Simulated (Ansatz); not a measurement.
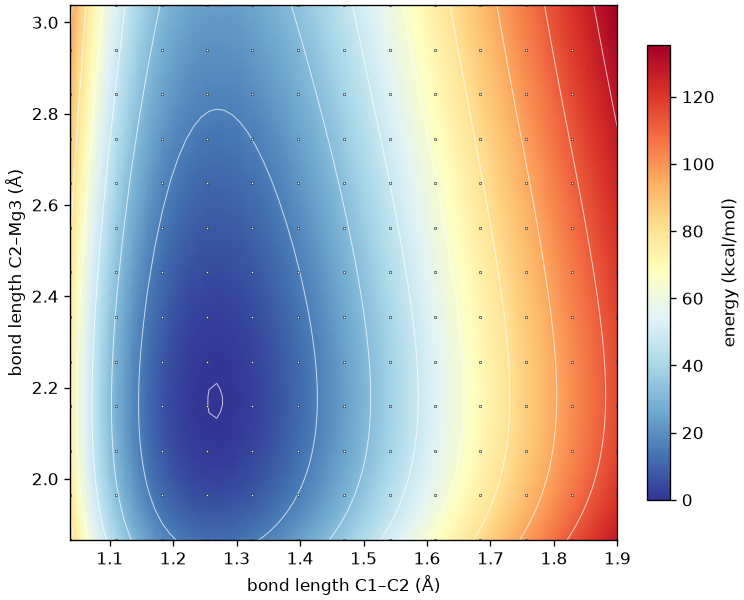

C₂H₂FMg, SMILES C=[C+][Mg][F], charge +1. 
- Coordinates scanned: (1) bond length C1–C2; (2) bond length C2–Mg3.
- Nothing is relaxed (all other coordinates rigid).
- The scan uses a 13 × 13 grid.
- Points are written as (first, second).
- All energies are given in kcal/mol relative to the lowest grid point.
- The reference is spin-restricted, which grows unreliable where a bond is stretched far.
- Method: Ansatz 0.2.0, RKS PBE0-D4/def2-TZVP.

Drawn: a smooth colour map with a few white contour lines, dots at the grid points. Between grid points the surface is interpolated.

The lowest grid point is at (1.254 Å, 2.159 Å). It is the only kind of minimum in the scanned range. The highest grid point, (1.900 Å, 3.038 Å), lies 135 kcal/mol above the lowest.

The system is changed to C2H2ClMg, SMILES C=[C+][Mg][Cl], charge +1; the new grid has 15 × 15 points.

> What will the new map look like?

The minimum (interpolated where it lies between grid points) moves from about (1.266 Å, 2.170 Å) to about (1.267 Å, 2.175 Å). The curvature at the minimum changes by less than a tenth (about 74) eV/Å² along bond length C1–C2 and by less than a tenth (about 7.4) eV/Å² along bond length C2–Mg3.

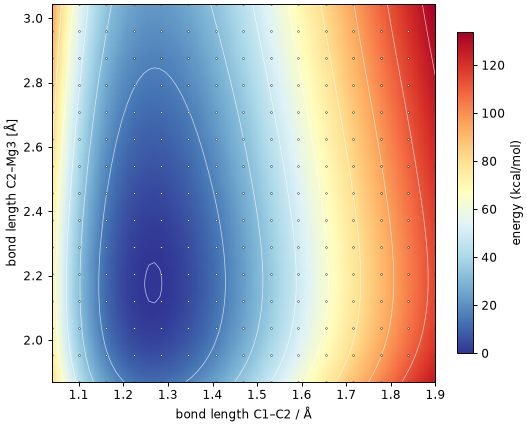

The map after the change, on a colour scale of its own. In the figure: a smooth colour map with a few white contour lines, dots at the grid points. Between grid points the surface is interpolated.
